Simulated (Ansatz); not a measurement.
# What a change does: single-point calculation on CH5GeNO2

System: CH5GeNO2.
Method of run A: RKS PBE0-D4/def2-TZVPP (Ansatz 0.2.0).

The geometry comes from this level: PBE0-D4/def2-TZVP. Text and figures count atoms from 1; the logs count them from 0 in places.

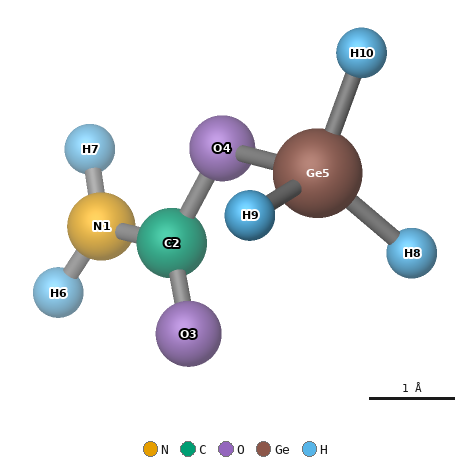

Fig. 1: The structure as given in the input (ball-and-stick view, seen at a tilt; atoms are numbered from 1 in the order of the input). Sticks mark near contacts.

Input file, run A:
```yaml
crystal:
  periodic: [false, false, false]
  atoms:
    - {symbol: N, position_ang: [-0.629640, 1.167764, -1.614927]}
    - {symbol: C, position_ang: [-0.514956, 0.258745, -0.623589]}
    - {symbol: O, position_ang: [-1.352678, -0.580598, -0.357789]}
    - {symbol: O, position_ang: [0.632314, 0.373094, 0.046465]}
    - {symbol: Ge, position_ang: [0.765683, -0.872288, 1.378454]}
    - {symbol: H, position_ang: [-1.466328, 1.173239, -2.165890]}
    - {symbol: H, position_ang: [0.089544, 1.847127, -1.772812]}
    - {symbol: H, position_ang: [0.766240, -2.272583, 0.765358]}
    - {symbol: H, position_ang: [-0.348983, -0.644340, 2.399409]}
    - {symbol: H, position_ang: [2.141904, -0.501358, 1.948322]}
basis:
  gaussian: {orbitals: def2-TZVPP}
hamiltonian: {xc: pbe0, dispersion: d4}
output: {orbitals: {seedname: orbitals}}
```

Hardware: 4 threads of Oxide Virtual Turin-like, 27 GiB of memory available, shared host.

Output (run A):
```
Functional definition: PBE0
  parameter a = 0.25
  parameter kappa = 0.804
  parameter beta = 0.06672455060314922
  exchange = (1 - a)*pbe_x(kappa = kappa, mu = beta*pi^2/3) + a*exact_x
  correlation = pbe_c(beta = beta)
1333 factors; their error is unknown
mean field evaluation 1: about -63202.3559 eV, gradient 7.0e1 eV
mean field evaluation 2: about -63194.9338 eV, gradient 9.5e1 eV
mean field evaluation 4: about -63210.0659 eV, gradient 5.8e0 eV
mean field evaluation 8: about -63210.4173 eV, gradient 3.7e-1 eV
mean field evaluation 16: about -63210.4175 eV, gradient 3.1e-5 eV
mean field -63210.41748349 eV, -2322.9399969585 hartree, gradient 3.1e-5 eV, S^2 0.000000; 0 other end points of the search recorded, 0 dependent functions left out
reference -63210.41751428 eV, -2322.9399980898 hartree; 33, 33 occupied and 209, 209 virtual orbitals, 1333 factors
Total energy: -63210.58174697 eV, -2322.9460335298 hartree
```

The input of run B differs as follows (lines with − go, lines with + come):
```diff
-  gaussian: {orbitals: def2-TZVPP}
+  gaussian: {orbitals: "def2-QZVPP.json"}
```

Predict how the results change.

The total energy of run B is 36.9 kcal/mol lower, which measures the change of basis and not a stability. The LUMO goes from 0.23 to −0.06 eV. The basis functions go from 242 to 467. On the same kind of shared host run B took about 3.7 times as long.

Output (run B):
```
Functional definition: PBE0
  parameter a = 0.25
  parameter kappa = 0.804
  parameter beta = 0.06672455060314922
  exchange = (1 - a)*pbe_x(kappa = kappa, mu = beta*pi^2/3) + a*exact_x
  correlation = pbe_c(beta = beta)
1572 factors; their error is unknown
mean field evaluation 1: about -63203.7486 eV, gradient 7.2e1 eV
mean field evaluation 2: about -63195.7254 eV, gradient 9.8e1 eV
mean field evaluation 4: about -63211.8005 eV, gradient 6.3e0 eV
mean field evaluation 8: about -63212.0164 eV, gradient 5.0e-1 eV
mean field evaluation 16: about -63212.0164 eV, gradient 2.5e-5 eV
mean field -63212.01644174 eV, -2322.9987575902 hartree, gradient 2.5e-5 eV, S^2 0.000000; 0 other end points of the search recorded, 0 dependent functions left out
reference -63212.01647848 eV, -2322.9987589405 hartree; 33, 33 occupied and 434, 434 virtual orbitals, 1572 factors
Total energy: -63212.18071117 eV, -2323.0047943806 hartree
```

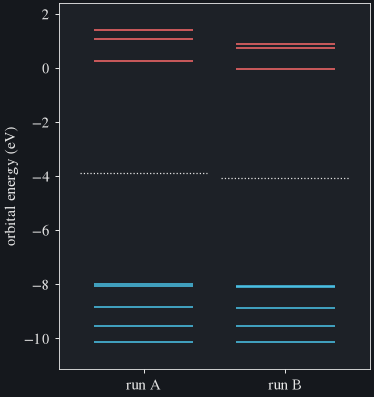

Fig. 2: The five highest filled and three lowest empty orbital energies of the two runs; the dotted lines part filled from empty levels. The HOMO–LUMO gap is 8.24 eV in run A and 7.99 eV in run B.

The two runs side by side:

```tsv
quantity	run A	run B
outcome	converged	converged
total energy (hartree)	−2322.946034	−2323.004794
HOMO (eV)	−8.01	−8.06
LUMO (eV)	0.23	−0.06
basis functions	242	467
wall time (shared host)	2.2 s	8.1 s
```
